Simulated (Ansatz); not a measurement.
# What SiTe (built on the sites of a database entry of SnTe) distorts into, part 3 of 3

Aim: this structure of SiTe (built on the sites of a database entry of SnTe) is to be tested for unstable modes, and one is followed downhill.

Ansatz 0.2.0; DFT LDA, scalar-relativistic, plane waves, norm-conserving pseudopotentials.

So far. Step 5 (Energy along the mode, all amplitudes (two of the runs …): The lowest of the steps tried is at 0.45 Å, 25.6 meV/atom below the parent; the bottom of the well need not coincide with a step. Step 7 (The new phase in its own primitive cell): The forces vanish by symmetry and the pressure is -0.003 GPa, within the tolerances set. The cell now holds 23.50 Å³/atom. The relaxed cell has a = 3.901, c = 7.133 Å (conventional setting).

The structure was built from a prototype and need not be the compound's stable phase.

### 8. Modes of the new phase, k-mesh 12×12×6

A relaxed structure may still be a saddle point, so its zone-centre modes are computed. No field response is asked, since the mesh shows no gap.

Contents of input.yaml:

```yaml
crystal:
  lattice:
    - [3.901302993, 0.0, 0.0]
    - [-1.9506514965, 3.3786274998, 0.0]
    - [0.0, 0.0, 7.1329257488]
  atoms:
    - { symbol: Si, position: [0.0, 0.0, 0.5] }
    - { symbol: Si, position: [0.0, 0.0, 0.0] }
    - { symbol: Te, position: [0.6666666667, 0.3333333333, 0.25] }
    - { symbol: Te, position: [0.3333333333, 0.6666666667, 0.75] }
kpoints:
  mp_grid: { grid: [12, 12, 6] }
hamiltonian:
  xc: lda
  pseudopotentials: { kind: nc }
scf:
  occupations: { method: methfessel_paxton, width: 0.15 }
output:
  eigenvalues: true
phonons:
  method: dfpt
```

Run with:

```sh
> ansatz run input.yaml --threads 4 --pin off --max-ram 7168MiB --backend cpu --events-out ev --progress --plain --runs-dir out
```

What it wrote:

```text
[...]
Crystal: 4 atoms, lattice volume = 94.019 Å³
Basis set: ecut = 1120 eV, 8043 PW (Γ), exchange–correlation on 90×90×160 points (8 copies of the dense FFT grid, shifted against one another)
Bands: 24, of which v1, the nominal top of the filled ones, is band 20 counted from 1 (19 counted from 0)
Symmetry: 24 space group operations
k-points: 242 of 864 (irreducible under 2 space group operations, time reversal used)
[...]
SCF iter   1: F=—  HF=-5921.533156 eV  |F-HF|=—  |Δ(HF+E_count)|=         —  Δρ=1.61e-2  dr2=2.86e-1  ethr=3.10e-3  ⟨swp⟩=6.1  Hψ=26390  notcnv=0
[...]
SCF iter  10: F=-5921.461515 eV  HF=-5921.461515 eV  |F-HF|=3.64e-12  |Δ(HF+E_count)|=  7.28e-12  S|Δr|=    0.00e0  Δρ=2.77e-8  dr2=5.68e-13  ethr=1.00e-12  ⟨swp⟩=7.1  Hψ=32296  notcnv=0
SCF 1 converged in 10 iterations: F = -5921.461515 eV  dr2 = 5.68e-13
DFPT response loops at Γ: preconditioner auto → Kerker (q_TF=auto, 2.366 Å⁻¹) (partly filled bands, converged f_vac=0.000); β = 1.00, the filter's whole step (`scf.mixing.beta` (0.50) is not read by the response loops under this deck's `scf.mixing.preconditioner`; to damp them name `kerker` or `kerker_dos`, under which they read `scf.mixing.beta`, and type it under 1.00, their step now; both keys bind the ground state too); Broyden in place of MSR1
the run's response loops start from zero, take more passes and end by a threshold: the memory limit or budget leaves too little room for the subspace of the ground state's own states beside the solves, or none could be made (phonons.method)
SCF converged after 10 iterations
[...]
Free energy (F): -5921.461515 eV
[...]
Internal energy: -5921.460331 eV  (E = F + TS)
E sigma→0 (E₀):  -5921.461219 eV
Entropy (-TS):   -0.001184 eV (-0.296 meV/atom)
Fermi energy:    10.192128 eV
[...]
--- Band table (eV; the first three rows and the last of 242) ---
  k-point 0: bands = [... 16 lower, 8.3431, 8.7898, 8.7898, 10.8319, 11.4225, 11.4225, 12.1763, 12.6194]
  k-point 1: bands = [... 16 lower, 8.3734, 8.7624, 8.7624, 10.5920, 11.4464, 11.4464, 12.4043, 12.4519]
  k-point 2: bands = [... 16 lower, 8.6838, 8.6838, 8.7988, 10.0958, 11.5480, 11.5480, 12.1013, 12.1013]
  k-point 241: bands = [... 16 lower, 6.3808, 6.3808, 8.5298, 8.5298, 10.2446, 10.2446, 13.5701, 13.5701]
--- Phonons (Γ-DFPT): 4 representative perturbations + reference, on 242 of 864 k-points (Σ response iterations 29) ---
  k mesh reduced under 2 symmetry operations, with k and −k counted as one. Each operation leaves every solved perturbation unchanged. A smaller set is not used because it would not reduce the number of displacements times k-points to solve
  ASR residual: 4.145e-4 → 0.000e0 eV/Å²; symmetrization residual: 3.563e-5 eV/Å²
  ASR residual per site (eV/Å²): 6.52e-5 6.52e-5 4.14e-4 4.14e-4
  Γ frequencies (cm⁻¹): -76.19 0.00 0.00 0.00 97.76 97.76 107.99 127.05 127.05 150.24 150.24 303.63
  non-analytic LO–TO correction: not included (Born effective charges unavailable; polar crystals: no LO–TO splitting at Γ)
```

It took 9.1 min on 4 threads of Arm Neoverse V1, shared host; peak memory 6 GiB.

Numbers from this step:

* sum-rule residual before enforcement: 4.14e-4 eV/Å²
* point group: 6/mmm
* highest optical mode at the zone centre (no LO-TO term): 303.6 cm⁻¹
* lowest optical zone-centre mode: -76.19 cm⁻¹

Patterns of degenerate modes are one choice out of their space. The modes at Γ (shares of kinetic energy by element, %) (negative means imaginary):

| mode | frequency (cm⁻¹) | symmetry | Si % | Te % |
| --- | --- | --- | --- | --- |
| 1 | -76.2 | A2u | 82 | 18 |
| 2 | 0.0 | acoustic | 18 | 82 |
| 3 | 0.0 | acoustic | 18 | 82 |
| 4 | 0.0 | acoustic | 18 | 82 |
| 5 | 97.8 | E2g | 0 | 100 |
| 6 | 97.8 | E2g | 0 | 100 |
| 7 | 108.0 | B1g | 0 | 100 |
| 8 | 127.0 | E2u | 100 | 0 |
| 9 | 127.0 | E2u | 100 | 0 |
| 10 | 150.2 | E1u | 82 | 18 |
| 11 | 150.2 | E1u | 82 | 18 |
| 12 | 303.6 | B2u | 100 | 0 |

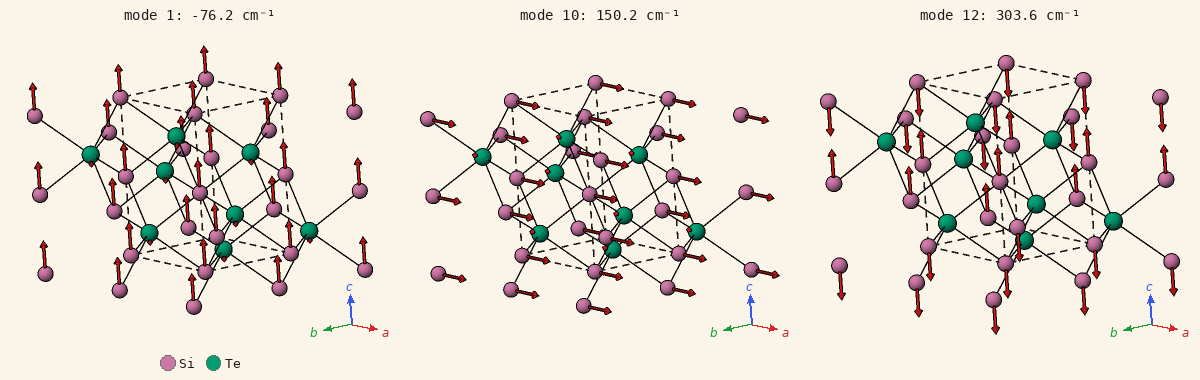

Displacement patterns of modes 1, 10 and 12 at Γ; arrows are exaggerated. Bonds to atoms that aren't drawn are left out. 2×2×1 cells are drawn. Some periodic images of atoms are drawn too.

Before it was imposed, the acoustic sum rule was missed by 4.1e-4 eV/Å². Small misses are needed for a sound result but don't prove that mesh and cutoff are converged. The lowest optical mode is imaginary, 76.2i cm⁻¹, so the energy falls along it.

### 9. What came out

| Quantity | Value |
| --- | --- |
| unstable mode of the parent | q = (0, -0.5, -0.5), 43i cm⁻¹ |
| depth at the lowest point sampled | 25.6 meV/atom |
| largest atomic shift at that point | 0.45 Å |
| space group reached (within 0.01 Å) | P6_3/mmc |
| energy gained over the parent (first relaxation, on the mesh of the frozen mode) | 371 meV/atom |
| volume per atom, phase reached | 23.5 Å³ |
| lowest optical zone-centre mode, phase reached | -76.2 cm⁻¹ |
| highest optical mode at the zone centre (no LO-TO term), phase reached | 304 cm⁻¹ |

What this shows: Along this mode the structure falls into P6_3/mmc, 371 meV/atom below the parent. At the parent's cell the well is 25.57 meV/atom deep on the steps tried, with its lowest point at a shift of 0.45 Å. Relaxing atoms and cell changes the gain by +345.89 meV/atom against the lowest step (energies at zero smearing). Most of the total comes from this relaxation. The new phase still has an imaginary mode at the zone centre of its cell, so it is a saddle point on the way to a lower structure. Of the 2 patterns followed to their end from this parent, this one reaches the lowest energy. Each path keeps the symmetry of its pattern, so a lower phase may lie along a pattern not tried. With no gap, or one that is small against the smearing, the frequencies hang on the k mesh and the smearing, most of all near Kohn anomalies. Spin-orbit coupling is left out, which can matter for the heavy elements here. A phonon run warned that its eigensolver left some bands unconverged in a pass. The starting cell was built on a prototype and not taken from a measurement, so the phase need not exist.

[Logs are printed without paths, hosts, clocks, repeated set-up lines and the standing remarks that a program may print on its own settings, such as how far it seeks lower states.]

[Hosts, paths, dates, database ids (printed as entryN), source tags and the programs' standing remarks are cut or masked in the printed files.]
